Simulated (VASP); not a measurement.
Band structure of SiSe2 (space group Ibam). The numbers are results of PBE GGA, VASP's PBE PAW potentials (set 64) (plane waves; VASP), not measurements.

The path is coarsely sampled, so an indirect gap can come out somewhat too large.

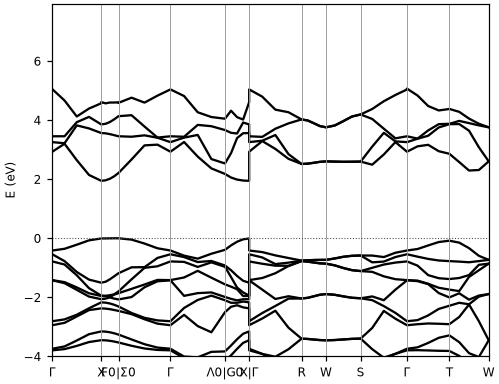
*Bands along high-symmetry lines, zero at the valence-band maximum or, without a gap, the Fermi level*

**Question.** Read the plot: is there a gap, and where are the band edges?

**Answer.** The gap is indirect, 1.95 eV, from the valence maximum at X-F0 at 0.75 to the conduction minimum at X.

The structure comes from a computed database's SiSe2 entry; how it stands against other phases isn't given here. The cell was not relaxed at this level. The k-mesh is coarse (spacing up to 0.47 per Å, 2π included), so the numbers may not be converged in it.
